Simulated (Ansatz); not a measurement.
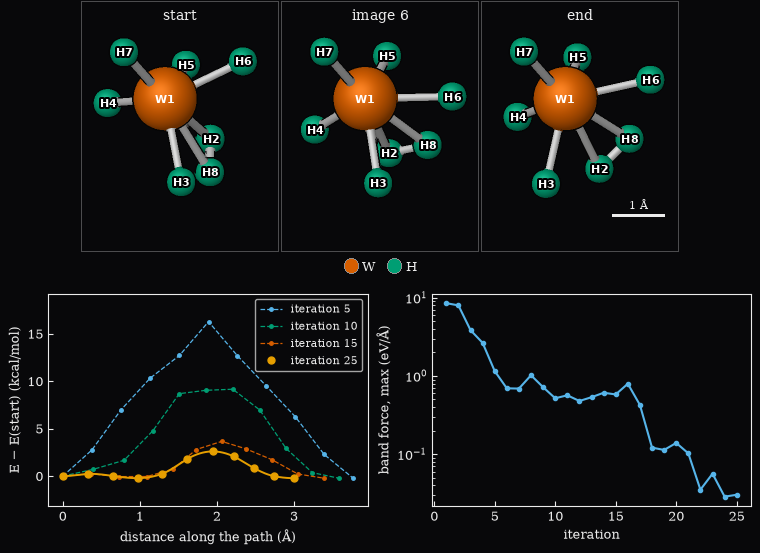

NEB run on WH$_{7}$ (multiplicity 2). Images are numbered from 0 (start) to 10 (end). The plot follows the band through its iterations. Style: ball-and-stick. Shown from a free direction.

All numbers below come from Ansatz, UKS PBE0-D4/def2-SVP. Settings: 9 movable images; climbing image; force threshold 0.05 eV/Å; iteration limit 53; starting path through a guess of the saddle point.

> Judge this run.

The run is converged, with reservations. The band converged in 25 iterations. The largest component of the band force went from 8.5 to 0.03 eV/Å. The climbing image converged on the top of the path. Its vibrational analysis gives one imaginary mode (398i cm⁻¹), as a transition state must have. The first iteration put the highest image at 121.55 kcal/mol. Relative to the start the highest point is image 6 at +2.61 kcal/mol and the end lies at −0.21 kcal/mol, but the profile dips to −0.21 kcal/mol at image 3 on the way, so the process runs in steps.
